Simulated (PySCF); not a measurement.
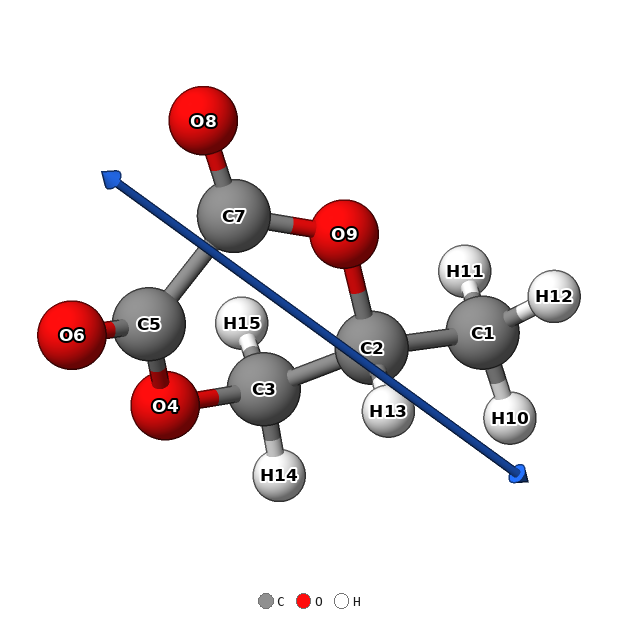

The double arrow shows the direction of the transition dipole to excited singlet state 4 (its length means nothing). The geometry was computed by an optimisation with GFN2-xTB. No frequency run is at hand to confirm it as a minimum. Method: TDDFT CAM-B3LYP/def2-SVPD, vertical, gas phase, core orbitals frozen in the response (PySCF 2.14.0).

### Where does the transition lie, and how strong is it?

6.98 eV (178 nm), oscillator strength 0.15, mainly HOMO−3 → LUMO (weight 0.82); transition dipole 2.38 D.
